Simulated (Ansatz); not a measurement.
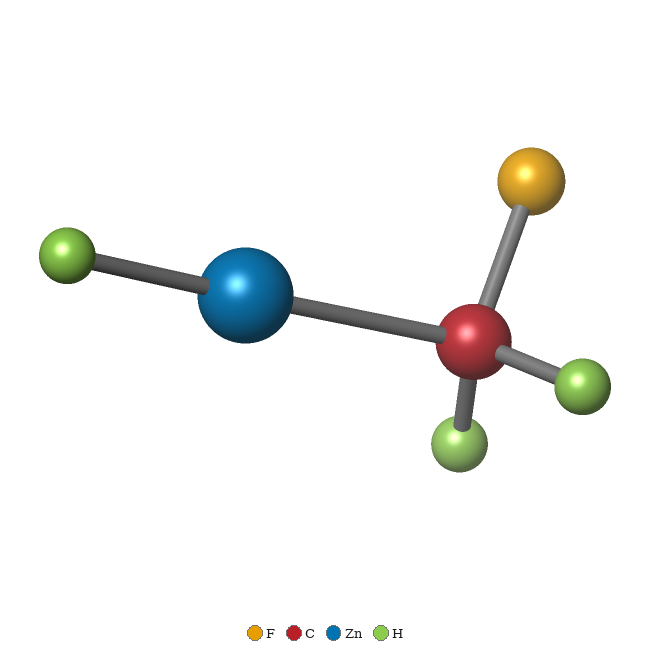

The structure as it stands in the input.

The calculation was set up as follows.

```yaml
crystal:
  periodic: [false, false, false]
  atoms:
    - {symbol: F, position_ang: [-0.315857, -0.218018, -1.676924]}
    - {symbol: C, position_ang: [0.027797, -0.605981, -0.373137]}
    - {symbol: Zn, position_ang: [0.014312, 0.981310, 0.796996]}
    - {symbol: H, position_ang: [1.009928, -1.087847, -0.423927]}
    - {symbol: H, position_ang: [-0.690796, -1.370710, -0.059818]}
    - {symbol: H, position_ang: [-0.003286, 2.237246, 1.690510]}
basis:
  gaussian: {orbitals: cc-pVTZ-DK}
total_charge: 1
magnetization: {spin_polarized: true, initial_magnetization: 1}
hamiltonian: {xc: {name: PBE-QIDH}}
accuracy: high
scf: {lower_state_search: light}
output: {forces: true}
```

Command:

```sh
ansatz run in.yaml --threads 2 --pin off --events-out ev --progress --plain --max-ram 4352MiB
```

What the program printed:

```
Functional definition: PBE-QIDH
  name "PBE-QIDH"
  cite "Brémond, Sancho-García, Pérez-Jiménez & Adamo, J. Chem. Phys. 141, 031101 (2014) doi:10.1063/1.4890314"
  cite "Perdew, Burke & Ernzerhof, Phys. Rev. Lett. 77, 3865 (1996) doi:10.1103/PhysRevLett.77.3865"
  parameter a = 3^(-1/3)
  parameter c = 1/3
  exchange = (1 - a)*pbe_x + a*exact_x
  correlation = (1 - c)*pbe_c + c*(mp2_os + mp2_ss)
2872 factors; integrals over basis functions are off by at most 3.9e-9 eV
mean field evaluation 1: about -52626.9606 eV, gradient 5.0e1 eV
mean field evaluation 2: about -52627.0298 eV, gradient 5.0e1 eV
mean field evaluation 4: about -52636.6092 eV, gradient 1.1e1 eV
mean field evaluation 8: about -52637.4313 eV, gradient 1.0e0 eV
mean field evaluation 16: about -52637.4579 eV, gradient 4.4e-2 eV
mean field evaluation 32: about -52637.4579 eV, gradient 1.1e-6 eV
mean field -52637.45792755 eV, -1934.3908998872 hartree, gradient 5.7e-8 eV, S^2 0.781830; 2 other end points of the search recorded, 0 dependent functions left out
7 core orbitals not correlated: weight in the atoms' cores, before any rotation towards them, 1.000 or more for the frozen orbitals, at most 0.000 for the correlated occupied ones
reference -52637.45792884 eV, -1934.3908999345 hartree; 17, 16 occupied and 146, 147 virtual orbitals, 2872 factors
second order -39.12505577 eV of doubles, -0.00000000 eV of singles
the calculation of the forces begins
Total energy: -52650.49961410 eV, -1934.8701730277 hartree
Relativity: scalar
Atom 0 at    -0.315857    -0.218018    -1.676924 Å, force     0.729300    -0.224734     3.231925 eV/Å
Atom 1 at     0.027797    -0.605981    -0.373137 Å, force    -0.612638    -2.570087    -4.858225 eV/Å
Atom 2 at     0.014312     0.981310     0.796996 Å, force    -0.038581     1.152076     0.714807 eV/Å
Atom 3 at     1.009928    -1.087847    -0.423927 Å, force     0.436654     0.990381     0.397139 eV/Å
Atom 4 at    -0.690796    -1.370710    -0.059818 Å, force    -0.525345     0.830381     0.603094 eV/Å
Atom 5 at    -0.003286     2.237246     1.690510 Å, force     0.010610    -0.178017    -0.088740 eV/Å
Dipole moment:     0.123473    -0.320614     0.327658 e Å
```

Self-consistency was reached.
